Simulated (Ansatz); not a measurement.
**What a change does: single-point calculation on WO4**

System: WO4, multiplicity 3, SMILES [O][W]([O])(=[O])=[O].
Method of the first run: UKS r2SCAN-D4/def2-TZVPPD (Ansatz 0.2.0).

The geometry comes from this level: PBE0-D4/def2-TZVPPD. Text and figures count atoms from 1; the logs count them from 0 in places.

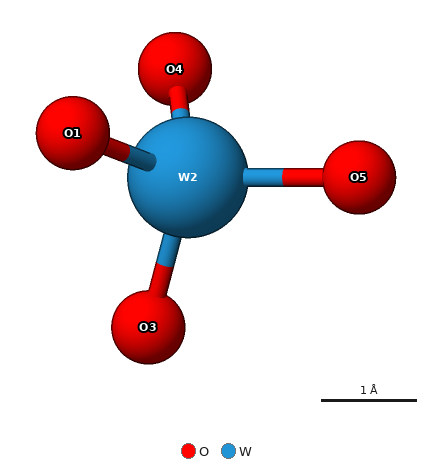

**Figure 1.** The structure as given in the input (ball-and-stick view, seen at a tilt; atoms are numbered from 1 in the order of the input). Sticks mark near contacts.

**Input file, the first run**
```yaml
crystal:
  periodic: [false, false, false]
  atoms:
    - { symbol: O, position_ang: [1.55274482, -0.09171263, -1.03204979] }
    - { symbol: W, position_ang: [-0.01761637, -0.01690019, -0.00126507] }
    - { symbol: O, position_ang: [-1.32926643, 0.0515454, -1.10024098] }
    - { symbol: O, position_ang: [-0.08926033, -1.41243126, 0.98878969] }
    - { symbol: O, position_ang: [-0.11674171, 1.46939868, 1.14562616] }
magnetization:
  spin_polarized: true
  initial_magnetization: 2
basis:
  gaussian: { orbitals: def2-TZVPPD.json }
hamiltonian:
  xc: r2scan
  dispersion: d4
```

Command:
```bash
ansatz run input.yaml --threads 4 --pin off --max-ram 10240MiB --backend cpu --events-out ev --progress --plain --runs-dir out
```

Hardware: 4 threads of Intel Xeon @ 2.90GHz (Ice Lake), 64 GiB of memory available, shared host.

**Output (the first run)**
```
Engine: ansatz 0.2.0, x86_64-unknown-linux-gnu
Functional definition: r2SCAN
  parameter k0 = 0.174
  parameter k1 = 0.065
  parameter a1 = 4.9479
  exchange = r2scan_x(k0 = k0, k1 = k1, a1 = a1)
  correlation = r2scan_c
1082 factors; their error is unknown
mean field evaluation 1: about -9997.1385 eV, gradient 7.4e1 eV
mean field evaluation 2: about -9666.4492 eV, gradient 2.5e2 eV
mean field evaluation 4: about -9982.8881 eV, gradient 8.4e1 eV
mean field evaluation 8: about -10015.4122 eV, gradient 1.3e0 eV
mean field evaluation 16: about -10015.8461 eV, gradient 5.5e-1 eV
mean field evaluation 32: about -10012.5293 eV, gradient 2.3e1 eV
mean field evaluation 64: about -10014.7432 eV, gradient 1.0e0 eV
mean field -10015.84836065 eV, -368.0756382682 hartree, gradient 8.1e-6 eV, S^2 2.025637; 10 other end points of the search recorded, 0 dependent functions left out
reference -10015.84838991 eV, -368.0756393434 hartree; 24, 22 occupied and 195, 197 virtual orbitals, 1082 factors
Total energy: -10015.87572033 eV, -368.0766437178 hartree
```

The input of the second run differs as follows (lines with − go, lines with + come):
```diff
-  xc: r2scan
+  xc: pbe
```

How does the second run compare with the first run?

The total energies belong to different methods, so their difference says nothing on which is more stable or more accurate. The functional changes from r2SCAN to PBE. On the same kind of shared host the second run took about 0.65 times as long.

**Output (the second run)**
```
Engine: ansatz 0.2.0, x86_64-unknown-linux-gnu
Functional definition: PBE
  parameter kappa = 0.804
  parameter beta = 0.06672455060314922
  exchange = pbe_x(kappa = kappa, mu = beta*pi^2/3)
  correlation = pbe_c(beta = beta)
1082 factors; their error is unknown
mean field evaluation 1: about -9991.4087 eV, gradient 7.8e1 eV
mean field evaluation 2: about -9623.5673 eV, gradient 2.6e2 eV
mean field evaluation 4: about -9975.2265 eV, gradient 9.0e1 eV
mean field evaluation 8: about -10011.4443 eV, gradient 5.8e0 eV
mean field evaluation 16: about -10011.7544 eV, gradient 1.7e0 eV
mean field evaluation 32: about -10011.7675 eV, gradient 9.7e-6 eV
mean field evaluation 64: about -10011.0322 eV, gradient 9.4e0 eV
mean field evaluation 96: about -10011.3061 eV, gradient 1.3e0 eV
mean field -10011.76745199 eV, -367.9256676409 hartree, gradient 9.7e-6 eV, S^2 2.015959; 10 other end points of the search recorded, 0 dependent functions left out
reference -10011.76751771 eV, -367.9256700561 hartree; 24, 22 occupied and 195, 197 virtual orbitals, 1082 factors
Total energy: -10011.89033698 eV, -367.9301835809 hartree
```

**The two runs side by side**

| quantity | the first run | the second run |
| --- | --- | --- |
| outcome | converged | converged |
| total energy (hartree) | −368.076644 | −367.930184 |
| ⟨S²⟩ | 2.026 | 2.016 |
| basis functions | 219 | 219 |
| wall time (shared host) | 30 s | 20 s |
